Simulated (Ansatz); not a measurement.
**Nickel, diamond: r²SCAN0 at the r²SCAN geometry**

Aim: see what exact exchange does to the levels and moments, and what it costs. The cell comes from an earlier r²SCAN relaxation. Exact exchange is dear, so the k-mesh is coarse, and r²SCAN is run on the same mesh for comparison.

Computed with Ansatz 0.2.0 (DFT, plane waves (500 eV) with PBE-made PAW files, scalar-relativistic; functionals as named at each step, unless a step says otherwise).

### 1 The structure to begin with

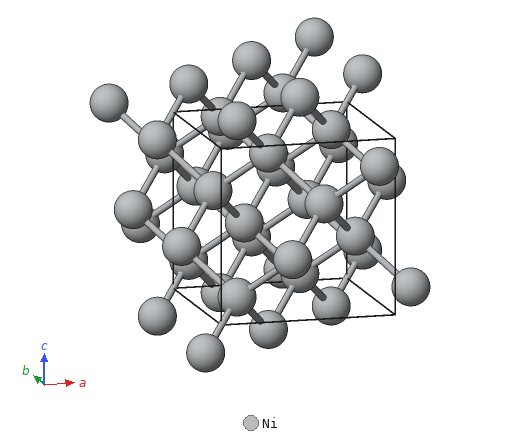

The structure, seen slightly off an axis (nickel light grey). 1×2×1 conventional cells are drawn; the run uses a primitive one. Any atoms on the faces are drawn again on the opposite ones, and bonded neighbours outside are added.

Coordinates:

```
Ni
1.0
     0.00000    2.51310    2.51310
     2.51310    0.00000    2.51310
     2.51310    2.51310    0.00000
Ni
2
Direct
  0.12500 0.12500 0.12500
  0.87500 0.87500 0.87500
```

The atoms start with moments of +0.93 ×2 μB.

### 2 r²SCAN on the coarse mesh

The run with r²SCAN.

Contents of input.yaml:

```yaml
crystal:
  lattice:
    - [0.0, 2.5131022434, 2.5131022434]
    - [2.5131022434, 0.0, 2.5131022434]
    - [2.5131022434, 2.5131022434, 0.0]
  atoms:
    - { symbol: Ni, position: [0.125, 0.125, 0.125], spin: 0.93 }
    - { symbol: Ni, position: [0.875, 0.875, 0.875], spin: 0.93 }
hamiltonian:
  xc: r2scan
  pseudopotentials:
    kind: paw
    azcp:
      Ni: "pseudopotentials/Ni.paw.azcp"
basis:
  ecutwfc: 500
  fft_grid_basis: typed
kpoints:
  mp_grid: { grid: [6, 6, 6], shift: [0, 0, 0] }
magnetization:
  spin_polarized: true
scf:
  occupations: { method: fermi_dirac, width: 0.1 }
output:
  write_density: true
  write_potential: true
  elf: true
  volumetric_format: npy
```

Launch:

```
$ ansatz run input.yaml --threads 4 --pin off --max-ram 8192MiB --backend cpu --events-out ev --progress --plain --runs-dir out
```

Output, shortened:

```text
Warning: RAYON_NUM_THREADS=4 ignored (pool sized by the plan → 4); use --threads N
[...]
Pseudopotentials: kind: paw
Pseudopotential: Ni, paw, valence charge 18, recommended cutoff 500 eV (meta_gga), <dir>
Functional definition: r2SCAN
[...]
Crystal: 2 atoms, lattice volume = 31.744 Å³
Basis set: ecut = 500 eV, 821 PW (Γ), exchange–correlation on 108×108×108 points (64 copies of the dense FFT grid, shifted against one another)
Bands: 23, of which v1, the nominal top of the filled ones, is band 18 counted from 1 (17 counted from 0)
Symmetry: 48 space group operations
Space group: Fd-3m (ITA 227), of the structure as read, at distance tolerance 3.2e-5 Å
Magnetic group: BNS 227.128 (UNI 1630), of the structure as read, at distance tolerance 3.2e-5 Å
k-points: 16 of 216
[...]
Starting moments: Σ|m| = 1.86 μB on 2 of 2 sites
[...]
SCF iter   1: F=—  HF=-11685.792940 eV  |F-HF|=—  |Δ(HF+E_count)|=         —  Δρ=4.44e-2 (↑4.44e-2 ↓2.27e-2)  dr2=2.99e-1  dr2_τ=7.59e-3  dr2_m=2.62e-1  M=1.954 μB ∫|m|=2.068 μB  β_m=1.00  ethr=5.63e-4  ⟨swp⟩=4.3  Hψ=4517  notcnv=0
[...]
spin=Collinear: Kerker preconditioning applied to the charge; magnetization (m = ρ↑ − ρ↓) channel mixes plain (no charge-response kernel on spin).
[...]
SCF iter  17: F=-11688.085185 eV  HF=-11688.085185 eV  |F-HF|=2.71e-10  |Δ(HF+E_count)|=   2.80e-7  Δρ=2.50e-6 (↑2.50e-6 ↓1.19e-6)  dr2=1.75e-9  dr2_τ=1.44e-11  dr2_m=2.02e-10  M=1.656 μB ∫|m|=2.010 μB  ethr=8.38e-12  ⟨swp⟩=2.1  Hψ=3115  notcnv=0
[...]
this state was not tested for a lower state beside it, because the mixer in use, unlike msr1, does not test its closes by its own steps (another_mixer; see scf.mixing.algorithm and scf.lower_state_search)
SCF converged after 17 iterations
Magnetization: 1.6560 μB (18.8280 up, 17.1720 down)
Absolute magnetization: 2.0111 μB (∫|ρ↑−ρ↓|, with the PAW one-centre terms)
Spin contamination: 0.0491 ħ² per cell (⟨S²⟩ above its minimum at these occupations)
Per-site moments (μB) at R_I (Å): [(0.9029684861931728, 0.897769283850476), (0.902968486193173, 0.897769283850476)]
Free energy (F): -11688.085185 eV
[...]
E sigma→0 (E₀):  -11688.040399 eV
Entropy (-TS):   -0.089572 eV (-44.786 meV/atom)
Fermi energy:    11.153812 eV
[...]
--- Band table (eV; the first three rows and the last of 32) ---
  k-point 0 ↑: bands = ["-96.7959", "-96.6782", "-55.7742", "-55.7742", "-55.7742", "-55.5344", "-55.5344", "-55.5344", "4.0122", "7.3755", "7.3755", "7.3755", "7.3871", "7.3871", "8.9242", "8.9242", "8.9242", "9.9732", "9.9732", "23.3888", "23.3888", "23.3888", "23.8685"]
[...]
```

Wall time 3 s (4 threads of Arm Neoverse V1, shared host); peak memory 0.37 GiB.

The maps below are laid out on this run's own conventional cell (a, b, c = 5.026, 5.026, 5.026 Å).

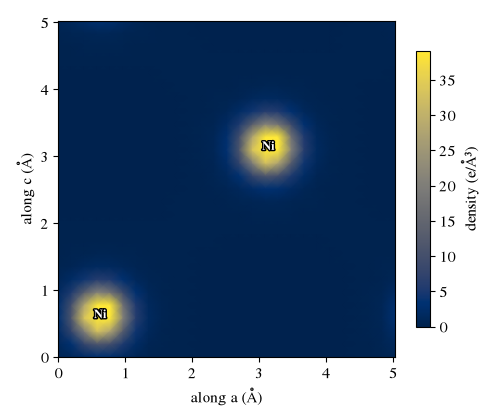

Density in a lattice plane of the grid's cell (edges 5.03 and 5.03 Å, at 0.125 of the third edge), which holds Ni. Only atoms in the plane are labelled; the density scale stops at 39.09 e/Å³. It is the smooth density of the valence electrons, not physical close to the nuclei.

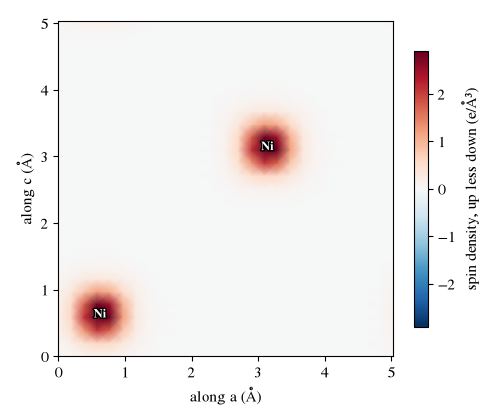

Spin density in a lattice plane of the grid's cell (edges 5.03 and 5.03 Å, at 0.125 of the third edge), which holds Ni.

### 3 r²SCAN0 on the coarse mesh

The run with r²SCAN0.

input.yaml, as its differences from that of step 2:

```diff
@@ -9,3 +9,3 @@
 hamiltonian:
-  xc: r2scan
+  xc: r2scan0
   pseudopotentials:
```

Launch:

```
$ ansatz run input.yaml --threads 4 --pin off --max-ram 8192MiB --backend cpu --events-out ev --progress --plain --runs-dir out
```

Output, shortened:

```text
Warning: RAYON_NUM_THREADS=4 ignored (pool sized by the plan → 4); use --threads N
[...]
[... 2 set-up lines as earlier in the session ...]
Functional definition: r2SCAN0
[...]
Crystal: 2 atoms, lattice volume = 31.744 Å³
Basis set: ecut = 500 eV, 821 PW (Γ), exchange–correlation on 108×108×108 points (64 copies of the dense FFT grid, shifted against one another)
Bands: 23, of which v1, the nominal top of the filled ones, is band 18 counted from 1 (17 counted from 0)
[... 2 set-up lines as earlier in the session ...]
Magnetic group: BNS 227.128 (UNI 1630), of the structure as read, at distance tolerance 3.2e-5 Å
k-points: 16 of 216
[...]
Starting moments: Σ|m| = 1.86 μB on 2 of 2 sites
[...]
hybrid SCF converged: 17 outer / 93 inner (+20 warm-up), last move |dexx| = 1.49e-8 eV, tail = 2.32e-8 eV
Magnetization: 2.3128 μB (19.1564 up, 16.8436 down)
Absolute magnetization: 2.7268 μB (∫|ρ↑−ρ↓|, with the PAW one-centre terms)
Spin contamination: 0.1421 ħ² per cell (⟨S²⟩ above its minimum at these occupations)
Per-site moments (μB) at R_I (Å): [(1.207743414066309, 0.897769283850476), (1.2077434140663086, 0.897769283850476)]
Free energy (F): -11681.860409 eV
Frozen-core exchange: fock
[...]
E sigma→0 (E₀):  -11681.855605 eV
Entropy (-TS):   -0.009608 eV (-4.804 meV/atom)
Fermi energy:    11.299594 eV
[...]
--- Band table (eV; the first three rows and the last of 32) ---
[... band rows left out ...]
[...]
  guard bands above this table: 2 of the run's 23 bands, where the rule asks 3: the bands that hold charge and the lowest empty level above them stay in the table. The solve was not asked for them (output.publish_guard_bands: true or output.eigenvalues: true publishes all)
```

Run time: 56 s. Hardware: 4 threads of Arm Neoverse V1, shared host; peak memory 1.1 GiB.

### 4 Side by side

| functional | gap on the mesh | Fermi energy (eV) | magnetic state | SCF cycles | exchange loops | CPU time |
| --- | --- | --- | --- | --- | --- | --- |
| r²SCAN | none (levels filled in part) | 11.154 | ferromagnetic, up to 0.90 μB per atom | 17 | - | 10 s |
| r²SCAN0 | none (levels filled in part) | 11.300 | ferromagnetic, up to 1.21 μB per atom | 113 | 17 | 3.4 min |

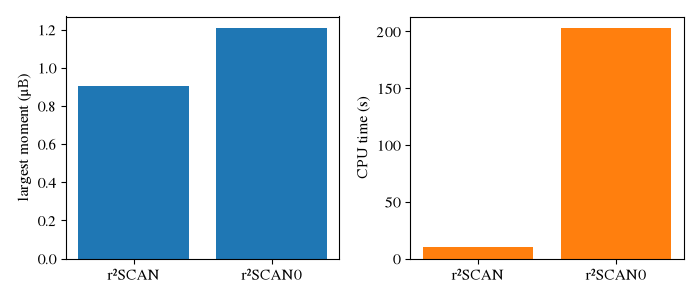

Largest moment and CPU time by functional.

### 5 Results

| quantity | value |
| --- | --- |
| r²SCAN: gap | none (levels filled in part) |
| r²SCAN: magnetic state | ferromagnetic, up to 0.90 μB per atom |
| r²SCAN0: gap | none (levels filled in part) |
| r²SCAN0: magnetic state | ferromagnetic, up to 1.21 μB per atom |
| r²SCAN0: SCF cycles, exchange loops | 113, 17 |
| r²SCAN0: CPU time over that of r²SCAN | 20 |

**Reading.** Neither r²SCAN nor r²SCAN0 shows a clean gap on this mesh. The largest moment goes from 0.90 to 1.21 μB; exact exchange favours larger moments in itinerant magnets. r²SCAN0 cost 20 times the CPU time of r²SCAN. The exchange operator of r²SCAN0 was renewed in 17 outer loops. The total energies in the logs cannot be compared from one functional to another.
